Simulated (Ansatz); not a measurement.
**TiCdSe3 (model cell, started as cubic perovskite with Ti in the octahedra): a soft mode frozen in**

Aim: this structure of TiCdSe3 (model cell, started as cubic perovskite with Ti in the octahedra) is to be tested for unstable modes, and one is followed downhill.

Method: DFT PBE, scalar-relativistic, plane waves, PAW, in Ansatz 0.2.0.

The structure was built from a prototype and need not be the compound's stable phase.

### Step 1. Starting point

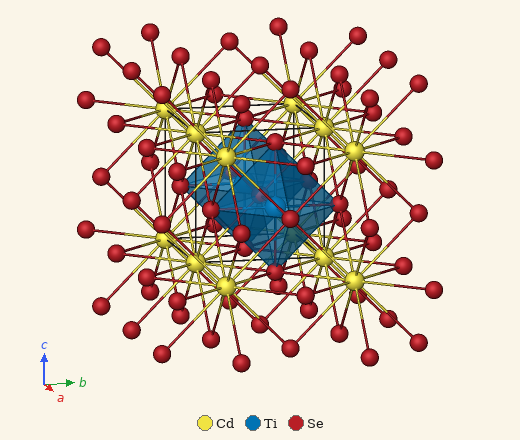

The starting structure, seen slightly off an axis (cadmium yellow, titanium blue, selenium red). 2×1×1 cells are drawn. Some periodic images of atoms are drawn too.

### Step 2. Response at finite wavevector

The cell comes from relaxations at this level that are not shown. Stability and thermal properties need the whole zone. Linear response on a 2×2×2 q mesh gives force constants as far as a supercell of that size would.

input.yaml

```yaml
crystal:
  lattice:
    - [4.9773704866, 0.0, 0.0]
    - [0.0, 4.9773704866, 0.0]
    - [0.0, 0.0, 4.9773704866]
  atoms:
    - { symbol: Cd, position: [0.0, 0.0, 0.0] }
    - { symbol: Ti, position: [0.5, 0.5, 0.5] }
    - { symbol: Se, position: [0.5, 0.5, 0.0] }
    - { symbol: Se, position: [0.5, 0.0, 0.5] }
    - { symbol: Se, position: [0.0, 0.5, 0.5] }
kpoints:
  mp_grid: { grid: [8, 8, 8] }
hamiltonian:
  xc: pbe
scf:
  occupations: { method: methfessel_paxton, width: 0.2 }
output:
  eigenvalues: true
phonons:
  method: dfpt
  qmesh: [2, 2, 2]
  temperatures: { t_max: 1000, t_step: 50 }
  qpath:
    path:
      - [[0.0, 0.0, 0.0], [0.0, 0.5, 0.0], [0.5, 0.5, 0.0], [0.0, 0.0, 0.0], [0.5, 0.5, 0.5], [0.0, 0.5, 0.0]]
      - [[0.5, 0.5, 0.5], [0.5, 0.5, 0.0]]
    npoints: 10
```

Run with:

```
$ ansatz run input.yaml --threads 8 --pin off --max-ram 14336MiB --backend cpu --events-out ev --progress --plain --runs-dir out
```

Numbers of over 12 decimals in the logs are rounded to 6 here.

The log of the run:

```text
Engine: ansatz 0.2.0, aarch64-unknown-linux-gnu
Pseudopotentials: kind: paw
Pseudopotential: Cd, paw, valence charge 20, recommended cutoff 420 eV (normal), Cd.paw.azcp
Pseudopotential: Ti, paw, valence charge 12, recommended cutoff 420 eV (normal), Ti.paw.azcp
Pseudopotential: Se, paw, valence charge 16, recommended cutoff 420 eV (normal), Se.paw.azcp
Functional definition: PBE
  parameter kappa = 0.804
  parameter beta = 0.066725
  exchange = pbe_x(kappa = kappa, mu = beta*pi^2/3)
  correlation = pbe_c(beta = beta)
Crystal: 5 atoms, lattice volume = 123.310 Å³
Basis set: ecut = 420 eV, 2469 PW (Γ), exchange–correlation on 72×72×72 points (8 copies of the dense FFT grid, shifted against one another)
Bands: 48, of which v1, the nominal top of the filled ones, is band 40 counted from 1 (39 counted from 0)
Symmetry: 48 space group operations
k-points: 35 of 512
Non-local potential: Cd, projectors of the file, l = 0: 3, l = 1: 2, l = 2: 2, l = 3: 1
Non-local potential: Ti, projectors of the file, l = 0: 3, l = 1: 2, l = 2: 3, l = 3: 1
Non-local potential: Se, projectors of the file, l = 0: 2, l = 1: 2, l = 2: 3, l = 3: 1
PAW form: soft (Blöchl's): semilocal exchange-correlation on the pseudo side does not see the compensation charge
PAW one-centre angular grid: Cd, 590 points (default); XC on 64 Gauss nodes
PAW one-centre angular grid: Ti, 590 points (default); XC on 64 Gauss nodes
PAW one-centre angular grid: Se, 590 points (default); XC on 64 Gauss nodes
Initial density: superposition of atomic densities (neutral atoms: chi_scale 0, normalization atom), corrected by the library's trained network
Initial wavefunctions: pseudopotential atomic-orbital guess
Functional: x = pbe(κ = 0.804, μ = 0.219515), c = pbe(β = 0.066725)
SCF iter   1: F=—  HF=-27163.225981 eV  |F-HF|=—  |Δ(HF+E_count)|=         —  Δρ=1.46e-3  dr2=1.48e-3  ethr=1.77e-3  ⟨swp⟩=5.9  Hψ=5628  notcnv=0
preconditioner: auto → LDOS  [metal: Δε(μ)=0.052 eV  Ē_g=8.365 eV  σ=0.200 eV  W_gap=0.22  n_scr=32 (ndim 8)  ℏωp=19.5 eV  f_vac=0.024  D(μ)=3.05/eV (n_scr^D=18)  β→1.0]
SCF iter   2: F=—  HF=-27163.228352 eV  |F-HF|=—  |Δ(HF+E_count)|=   2.37e-3  S|Δr|=    0.00e0  Δρ=8.13e-4  dr2=5.64e-4  ethr=1.85e-6  ⟨swp⟩=2.2  Hψ=3386  notcnv=0
SCF iter   3: F=—  HF=-27163.228223 eV  |F-HF|=—  |Δ(HF+E_count)|=   1.29e-4  S|Δr|=    0.00e0  Δρ=3.12e-4  dr2=1.12e-4  ethr=7.05e-7  ⟨swp⟩=2.0  Hψ=3000  notcnv=0
SCF iter   4: F=—  HF=-27163.228199 eV  |F-HF|=—  |Δ(HF+E_count)|=   2.34e-5  S|Δr|=    0.00e0  Δρ=5.21e-5  dr2=3.79e-6  ethr=1.40e-7  ⟨swp⟩=2.0  Hψ=2859  notcnv=0
SCF iter   5: F=—  HF=-27163.228188 eV  |F-HF|=—  |Δ(HF+E_count)|=   1.13e-5  S|Δr|=    0.00e0  Δρ=1.80e-5  dr2=5.83e-7  ethr=4.74e-9  ⟨swp⟩=2.0  Hψ=2128  notcnv=0
SCF iter   6: F=—  HF=-27163.228188 eV  |F-HF|=—  |Δ(HF+E_count)|=   2.43e-7  S|Δr|=    0.00e0  Δρ=1.53e-5  dr2=4.66e-7  ethr=7.28e-10  ⟨swp⟩=2.9  Hψ=2946  notcnv=0
SCF iter   7: F=—  HF=-27163.228188 eV  |F-HF|=—  |Δ(HF+E_count)|=   4.88e-8  S|Δr|=    0.00e0  Δρ=3.44e-6  dr2=3.13e-8  ethr=5.82e-10  ⟨swp⟩=1.6  Hψ=1720  notcnv=0
SCF iter   8: F=—  HF=-27163.228188 eV  |F-HF|=—  |Δ(HF+E_count)|=  3.20e-10  S|Δr|=    0.00e0  Δρ=5.62e-7  dr2=6.60e-10  ethr=3.91e-11  ⟨swp⟩=1.9  Hψ=1748  notcnv=0
SCF iter   9: F=—  HF=-27163.228188 eV  |F-HF|=—  |Δ(HF+E_count)|=  1.46e-10  S|Δr|=    0.00e0  Δρ=2.23e-7  dr2=8.95e-11  ethr=1.00e-12  ⟨swp⟩=2.0  Hψ=2843  notcnv=0
SCF iter  10: F=-27163.228188 eV  HF=-27163.228188 eV  |F-HF|=0.00e0  |Δ(HF+E_count)|=  1.24e-10  S|Δr|=    0.00e0  Δρ=7.75e-8  dr2=8.05e-12  ethr=1.00e-12  ⟨swp⟩=7.3  Hψ=8774  notcnv=0
SCF 1 converged in 10 iterations: F = -27163.228188 eV  dr2 = 8.05e-12
  greatest PAW one-centre occupation: 1.000 electrons in one spin orbital (limit 2), on the Cd atom at site 0 (counted from 0), in its partial waves of l = 0
Initial density: read from a saved state, or passed on in memory by an earlier SCF of this step, an earlier step, the calling program or the single point that the run made first
iter 1 solved again at ethr=3.09e-7 eV; its pass at ethr=3.10e-3 eV (dr2=2.48e-4 eV) is discarded
SCF iter   1: F=—  HF=-27163.228199 eV  |F-HF|=—  |Δ(HF+E_count)|=         —  Δρ=7.34e-7  dr2=6.22e-10  ethr=3.09e-7  ⟨swp⟩=3.0  Hψ=9100  notcnv=0
eigensolver tolerance schedule: the retry pair's looser diagonalisation over-reported the residual by 398179.94 of it (diagonalisation noise at an unbounded share of the residual, at the tolerance the schedule requests for it); recorded, not acted on — ethr = c·dr2/N_el stays at c = 1.0e-1
preconditioner: auto → LDOS  [metal: Δε(μ)=0.050 eV  Ē_g=8.376 eV  σ=0.200 eV  W_gap=0.21  n_scr=32 (ndim 8)  ℏωp=19.5 eV  f_vac=0.024  D(μ)=3.02/eV (n_scr^D=18)  β→1.0]
SCF iter   2: F=—  HF=-27163.228188 eV  |F-HF|=—  |Δ(HF+E_count)|=   1.05e-5  S|Δr|=    0.00e0  Δρ=1.06e-6  dr2=1.38e-9  ethr=1.00e-12  ⟨swp⟩=3.6  Hψ=4563  notcnv=0
SCF iter   3: F=—  HF=-27163.228188 eV  |F-HF|=—  |Δ(HF+E_count)|=  3.93e-10  S|Δr|=    0.00e0  Δρ=4.22e-7  dr2=2.18e-10  ethr=1.00e-12  ⟨swp⟩=2.2  Hψ=3018  notcnv=0
SCF iter   4: F=—  HF=-27163.228188 eV  |F-HF|=—  |Δ(HF+E_count)|=  2.18e-11  S|Δr|=    0.00e0  Δρ=3.29e-7  dr2=1.33e-10  ethr=1.00e-12  ⟨swp⟩=1.0  Hψ=1680  notcnv=0
SCF iter   5: F=—  HF=-27163.228188 eV  |F-HF|=—  |Δ(HF+E_count)|=  2.18e-11  S|Δr|=    0.00e0  Δρ=1.88e-7  dr2=4.44e-11  ethr=1.00e-12  ⟨swp⟩=1.0  Hψ=1680  notcnv=0
SCF iter   6: F=-27163.228188 eV  HF=-27163.228188 eV  |F-HF|=1.46e-11  |Δ(HF+E_count)|=  7.28e-12  S|Δr|=    0.00e0  Δρ=7.93e-8  dr2=8.56e-12  ethr=1.00e-12  ⟨swp⟩=1.6  Hψ=3526  notcnv=0
SCF 2 converged in 6 iterations: F = -27163.228188 eV  dr2 = 8.56e-12
phonons: the bands overlap, so this run is a metal and interpolates without the dipole-dipole term. If the crystal is really an insulator or semiconductor, its LO-TO splitting is missing
NSCF: frozen V_eff on 35 k-points
NSCF: frozen V_eff on 125 k-points
DFPT response loops at q = (0, 0, 0) (fractional): preconditioner auto → Kerker (q_TF=auto, 2.538 Å⁻¹) (partly filled bands, converged f_vac=0.024); β = 1.00, the filter's whole step (`scf.mixing.beta` (0.50) is not read by the response loops under this deck's `scf.mixing.preconditioner`; to damp them name `kerker` or `kerker_dos`, under which they read `scf.mixing.beta`, and type it under 1.00, their step now; both keys bind the ground state too); Broyden in place of MSR1
NSCF: frozen V_eff on 250 k-points
DFPT response loops at q = (0, 0, -0.5) (fractional): mixed as the last ones told, above
NSCF: frozen V_eff on 250 k-points
DFPT response loops at q = (0, -0.5, -0.5) (fractional): mixed as the last ones told, above
NSCF: frozen V_eff on 250 k-points
DFPT response loops at q = (-0.5, -0.5, -0.5) (fractional): mixed as the last ones told, above
SCF converged after 10 iterations
Stability not checked: this state was not tested for a lower state beside it, because cold or Methfessel-Paxton smearing, or corrected tetrahedra, fill the levels in a way that the test cannot read (fill_not_monotonic; see scf.lower_state_search)
Free energy (F): -27163.228188 eV
Harris-Foulkes:  -27163.228188 eV  (|F-HF|=0.00e0)
Internal energy: -27163.230923 eV  (E = F + TS)
E sigma→0 (E₀):  -27163.228872 eV
Entropy (-TS):   0.002735 eV (0.547 meV/atom)
Fermi energy:    8.660689 eV
--- Per-component energies (eV) ---
  E_band       = -1828.943478
  E_kinetic    = 1131.475115
  E_local      = -11645.660900  (includes V_loc(G=0)·N_el)
  E_nonlocal   = -1746.856849
  E_hartree    = 5561.484962
  E_xc         = -585.205451
  E_vxc        = -635.831640  (∫ρ·V_xc dr)
  E_paw        = -10865.005430  (= ΣΔE_a)
  E_vpaw       = -55.037350  (= ΣTr[D̂ρ^β])
  E_aug_tail   = -0.001571  (compensation charges beyond the density's cutoff)
  E_ewald      = -9013.460799
  E_smearing   = 0.002735  (= −TS)
  E_closure    = 0.000000  (closes the sum)
  Σ components = -27163.228188   (vs F -27163.228188, Δ=0.00e0)
--- Band table (eV; the first three rows and the last of 35) ---
  k-point 0: bands = [... 36 lower, 7.6985, 7.6985, 8.3828, 8.3828, 8.3828, 8.7131, 8.7131, 8.7131, ... 4 higher]
  k-point 1: bands = [... 36 lower, 7.4199, 7.6302, 8.2146, 8.2146, 8.2505, 8.7163, 9.1810, 9.1810, ... 4 higher]
  k-point 2: bands = [... 36 lower, 6.8606, 7.4769, 8.2160, 8.2160, 8.7233, 8.7241, 9.7617, 9.7617, ... 4 higher]
  k-point 34: bands = [... 36 lower, 5.3079, 7.0575, 9.1754, 9.1754, 9.1754, 10.2322, 10.2322, 10.2322, ... 4 higher]
--- Phonons (Γ-DFPT): 4 representative perturbations + reference (Σ response iterations 12) ---
  ASR residual: 8.631e-5 → 0.000e0 eV/Å²; symmetrization residual: 8.470e-6 eV/Å²
  ASR residual per site (eV/Å²): 8.63e-5 6.36e-5 5.39e-5 5.39e-5 5.39e-5
  Γ frequencies (cm⁻¹): -125.83 -125.83 -125.83 -76.69 -76.69 -76.69 -44.49 -44.49 -44.49 0.00 0.00 0.00 201.11 201.11 201.11
--- Phonons (arbitrary-q DFPT): 4 irreducible q on the 2×2×2 mesh ---
  q = [0.0000, 0.0000, 0.0000] (star 1, of the zone-centre solve; hermiticity 2.09e-6, symmetrization 6.23e-12): -125.83 -125.83 -125.83 -76.69 -76.69 -76.69 -44.49 -44.49 -44.49 -0.00 -0.00 -0.00 201.11 201.11 201.11
  q = [0.0000, 0.0000, -0.5000] (star 3, 9 solved perturbations in 975 linear systems a pass and spin channel, the states on 125 of 512 k-point pairs; hermiticity 1.73e-6, symmetrization 2.32e-12): -99.71 -99.71 -75.24 -39.49 -39.49 -33.96 -33.96 -24.82 37.06 51.31 51.31 209.63 209.63 209.88 214.01
  q = [0.0000, -0.5000, -0.5000] (star 3, 9 solved perturbations in 975 linear systems a pass and spin channel, the states on 125 of 512 k-point pairs; hermiticity 1.00e-6, symmetrization 1.11e-12): -105.56 -55.86 -55.86 -51.81 -44.60 14.25 14.25 49.47 49.47 102.19 185.38 195.43 195.43 221.11 234.29
  q = [-0.5000, -0.5000, -0.5000] (star 1, 4 solved perturbations in 350 linear systems a pass and spin channel, the states on 125 of 512 k-point pairs; hermiticity 5.14e-7, symmetrization 5.80e-12): -107.10 -107.10 -107.10 -37.97 -37.97 -37.97 108.59 108.59 108.59 184.00 184.00 184.00 186.07 186.07 250.61
  sum rule: each row above includes the acoustic sum rule's correction from the zone centre's row sums; it moved no ω² by more than (0.60 cm⁻¹)²
  mesh force constants: q→R imaginary residual 4.20e-18; ASR residual 8.631e-5 → 0.000e0 eV/Å²; symmetrization residual 3.997e-15 eV/Å²
  interpolated dispersion: 62 rows × 15 modes
  density of states and harmonic sums: on the 14×14×14 q-mesh, interpolated from the force constants of a 2×2×2 supercell (no non-analytic term)
  largest difference from the sums on the solved wave vectors: F 4.59e-2 eV, S 7.37e-5 and C_V 1.67e-5 eV/K
  zero-point energy: 0.070251 eV/cell   skipped modes (ω ≤ 0): 846, of them read as no rigid motion or as one in doubt: 843 (6.951e0 modes/cell left out, lowest -125.83 cm⁻¹)   left out of the sums: 4.63e-1 of the cell's modes: C_V's classical limit lies that fraction below 3 k_B per atom; for a crystal, a wire or a layer, F and S can be off by more, and a phonons.interpolated_qmesh denser along its periods is the remedy for the sampling
```

Wall time 3.5 min (8 threads of Arm Neoverse V2, shared host); peak memory 2.2 GiB.

In the SCF lines HF is the Harris–Foulkes energy and dr2 the Hartree energy of the density residual, in eV; the loop may stop once dr2 is under the threshold and the program's other checks hold. Hψ counts applications of the Hamiltonian.

This step gave:

```yaml
volume_per_atom: 24.66 Å³
gap_on_the_k_mesh: 0 eV
sum_rule_residual_before_enforcement: 8.63e-5 eV/Å²
lowest_frequency_on_the_path: -125.8 cm⁻¹
point_group: m-3m
highest_frequency_on_the_path_or_at_a_solved_wavevector: 250.6 cm⁻¹
highest_optical_mode_at_the_zone_centre_no_lo_to_term: 201.1 cm⁻¹
lowest_optical_zone_centre_mode: -125.8 cm⁻¹
lowest_mode_on_the_q_mesh_acoustic_modes_at_gamma_apart: -125.8 cm⁻¹
```

Frequencies (cm⁻¹) solved at each irreducible wavevector; negative means imaginary. Frequencies by wavevector, by row:

| q in reciprocal lattice units | star | mode 1 | mode 2 | mode 3 | mode 4 | mode 13 | mode 14 | mode 15 |
| --- | --- | --- | --- | --- | --- | --- | --- | --- |
| 0 0 0 | 1 | -125.8 | -125.8 | -125.8 | -76.7 | 201.1 | 201.1 | 201.1 |
| 0 0 -0.5 | 3 | -99.7 | -99.7 | -75.2 | -39.5 | 209.6 | 209.9 | 214 |
| 0 -0.5 -0.5 | 3 | -105.6 | -55.9 | -55.9 | -51.8 | 195.4 | 221.1 | 234.3 |
| -0.5 -0.5 -0.5 | 1 | -107.1 | -107.1 | -107.1 | -38 | 186.1 | 186.1 | 250.6 |

Interpolated from a 2×2×2 q mesh. Phonon branches along the path, in cm⁻¹:

| point | branch 1 | branch 2 | branch 3 | branch 4 | branch 12 | branch 13 | branch 14 | branch 15 |
| --- | --- | --- | --- | --- | --- | --- | --- | --- |
| Γ | -126 | -126 | -126 | -77 | 0 | 201 | 201 | 201 |
| X | -100 | -100 | -75 | -40 | 210 | 210 | 210 | 214 |
| M | -106 | -56 | -56 | -52 | 195 | 195 | 221 | 234 |
| Γ | -126 | -126 | -126 | -77 | 0 | 201 | 201 | 201 |
| R | -107 | -107 | -107 | -38 | 184 | 186 | 186 | 251 |
| X | -100 | -100 | -75 | -40 | 210 | 210 | 210 | 214 |
| jump to R | -107 | -107 | -107 | -38 | 184 | 186 | 186 | 251 |
| M | -106 | -56 | -56 | -52 | 195 | 195 | 221 | 234 |

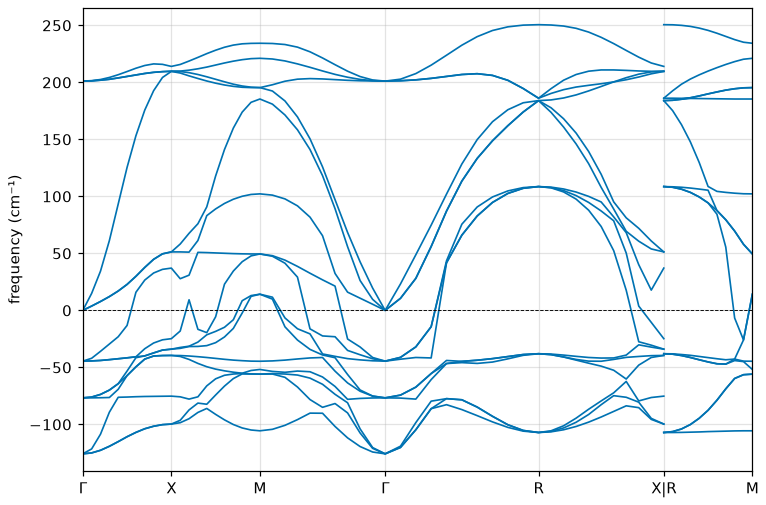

Phonon branches along the path.

Symmetry leaves 4 wavevectors to solve. The lowest mode among them, the acoustic zeros apart, lies at Γ and is imaginary, 125.8i cm⁻¹, so the energy falls along it.

### Step 3. The mode frozen in, largest atomic shift 0 Å

The mode followed lies at q = (0, -0.5, -0.5) with frequency 105.6i cm⁻¹, one of the unstable modes though not the softest. At small amplitude the distorted cell has space group no. 127 by a symmetry search on the positions. The undistorted cell that holds it gives the zero of energy on the same k mesh.

System of this step: TiCdSe3 (model cell, started as cubic perovskite with Ti in the octahedra). It takes space group Pm-3m (No. 221, cubic). Conventional cell: a = 4.977 Å, b = 4.977 Å, c = 4.977 Å, α = 90.00°, β = 90.00°, γ = 90.00°. Nearest to Cd lie 12 Se at 3.52 Å. Ti has 6 Se at 2.49 Å nearest. Nearest to Se lie 2 Ti at 2.49 Å. Se has 2 Ti at 2.49 Å nearest. Farther neighbours and most contacts between anions are not listed.

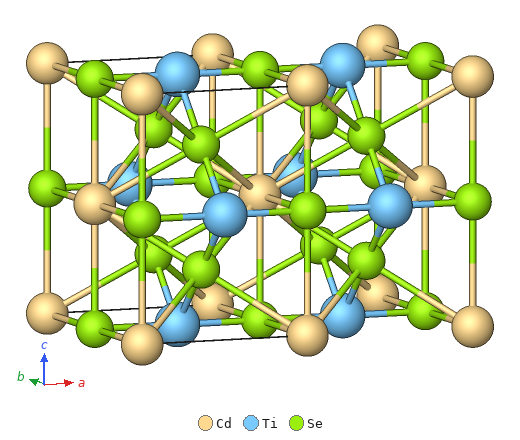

The cell of this step (cadmium orange, titanium blue, selenium green). 2×1×1 cells are drawn. Some periodic images of atoms are drawn too.

input.yaml

```yaml
crystal:
  lattice:
    - [-4.9773704866, 0.0, 0.0]
    - [0.0, -4.9773704866, -4.9773704866]
    - [0.0, -4.9773704866, 4.9773704866]
  atoms:
    - { symbol: Cd, position: [1.0, 0.0, 0.0] }
    - { symbol: Cd, position: [1.0, 0.5, 0.5] }
    - { symbol: Ti, position: [0.5, 0.0, 0.5] }
    - { symbol: Ti, position: [0.5, 0.5, 0.0] }
    - { symbol: Se, position: [0.5, 0.75, 0.75] }
    - { symbol: Se, position: [0.5, 0.25, 0.25] }
    - { symbol: Se, position: [0.5, 0.75, 0.25] }
    - { symbol: Se, position: [0.5, 0.25, 0.75] }
    - { symbol: Se, position: [0.0, 0.0, 0.5] }
    - { symbol: Se, position: [0.0, 0.5, 0.0] }
kpoints:
  mp_grid: { grid: [8, 6, 6] }
hamiltonian:
  xc: pbe
scf:
  occupations: { method: methfessel_paxton, width: 0.2 }
output:
  forces: true
  stress: true
  eigenvalues: true
```

The log of the run:

```text
[...]
Crystal: 10 atoms, lattice volume = 246.621 Å³
Basis set: ecut = 420 eV, 4877 PW (Γ), exchange–correlation on 72×96×96 points (8 copies of the dense FFT grid, shifted against one another)
Bands: 96, of which v1, the nominal top of the filled ones, is band 80 counted from 1 (79 counted from 0)
Symmetry: 32 space group operations
[...]
k-points: 50 of 288
[...]
k-point 0: bands = [... 76 lower, 7.7033, 8.3844, 8.3868, 8.3868, 8.6812, 8.7076, 8.7076, 8.7091, ... 12 higher]
  k-point 1: bands = [... 76 lower, 7.7232, 8.0834, 8.1471, 8.2624, 8.7769, 8.9415, 9.0062, 9.0092, ... 12 higher]
  k-point 2: bands = [... 76 lower, 7.5842, 7.6782, 7.9494, 8.5659, 8.5954, 8.9481, 9.3719, 9.4120, ... 12 higher]
  k-point 49: bands = [... 76 lower, 6.5046, 6.5046, 8.6804, 8.6804, 9.1842, 9.1842, 10.3994, 10.3994, ... 12 higher]
[key lines of the parts left out:]
SCF converged after 7 iterations
Free energy (F): -54326.439582 eV
Fermi energy:    8.652597 eV
P = ⅓ Tr σ = 0.0460 GPa (0.460 kbar)
```

The job ended after 7 s (8 threads; peak memory 1.7 GiB).

This step gave:

- pressure: 0.04598 GPa
- energy from the undistorted cell: 0 meV/atom

The run ends at a pressure of 0.05 GPa.

### Step 4. The mode frozen in, largest atomic shift 0.6 Å

The atoms are moved along the unstable eigenvector, the largest shift by 0.6 Å, with the cell fixed.

input.yaml, the sections that differ from step 3:

```yaml
crystal:
  lattice:
    - [-4.9773704866, 0.0, 0.0]
    - [0.0, -4.9773704866, -4.9773704866]
    - [0.0, -4.9773704866, 4.9773704866]
  atoms:
    - { symbol: Cd, position: [1.0, 0.0, 0.0] }
    - { symbol: Cd, position: [1.0, 0.5, 0.5] }
    - { symbol: Ti, position: [0.5, 0.0, 0.5] }
    - { symbol: Ti, position: [0.5, 0.5, 0.0] }
    - { symbol: Se, position: [0.5, 0.8102727888, 0.8102727888] }
    - { symbol: Se, position: [0.5, 0.1897272112, 0.1897272112] }
    - { symbol: Se, position: [0.5, 0.6897272112, 0.3102727888] }
    - { symbol: Se, position: [0.5, 0.3102727888, 0.6897272112] }
    - { symbol: Se, position: [0.0, 0.0, 0.5] }
    - { symbol: Se, position: [0.0, 0.5, 0.0] }
# kpoints, hamiltonian, scf, output: as in step 3
```

The log of the run:

```text
[...]
Crystal: 10 atoms, lattice volume = 246.621 Å³
Basis set: ecut = 420 eV, 4877 PW (Γ), exchange–correlation on 72×96×96 points (8 copies of the dense FFT grid, shifted against one another)
Bands: 96, of which v1, the nominal top of the filled ones, is band 80 counted from 1 (79 counted from 0)
Symmetry: 16 space group operations
[...]
k-points: 50 of 288
[...]
k-point 0: bands = [... 76 lower, 7.8994, 8.1505, 8.5474, 8.5474, 8.7325, 8.7734, 8.7734, 8.8178, ... 12 higher]
  k-point 1: bands = [... 76 lower, 7.8388, 7.9482, 7.9659, 8.2695, 8.8930, 8.9491, 8.9672, 9.0894, ... 12 higher]
  k-point 2: bands = [... 76 lower, 7.5812, 7.6383, 7.6579, 7.9285, 9.1949, 9.2989, 9.3096, 9.4018, ... 12 higher]
  k-point 49: bands = [... 76 lower, 6.8691, 6.8691, 8.2690, 8.2690, 9.6089, 9.6089, 9.8163, 9.8163, ... 12 higher]
[key lines of the parts left out:]
SCF converged after 7 iterations
Free energy (F): -54328.169785 eV
Fermi energy:    8.823012 eV
P = ⅓ Tr σ = -2.3029 GPa (-23.029 kbar)
```

It took 6.2 s on 8 threads; peak memory 1.7 GiB; 47 s of CPU time.

This step gave:

| Property | Result |
| --- | --- |
| pressure | -2.303 GPa |
| energy from the undistorted cell | -173.3 meV/atom |

The energy, extrapolated to zero smearing, is -173.30 meV/atom against the undistorted cell.

The run ends at a pressure of -2.30 GPa, with forces up to 0.92 eV/Å.

(Continued in part 2 of 3.)

[Logs are printed without paths, hosts, clocks, repeated set-up lines and the standing remarks that a program may print on its own settings, such as how far it seeks lower states.]

[Hosts, paths, dates, database ids (printed as entryN), source tags and the programs' standing remarks are cut or masked in the printed files.]
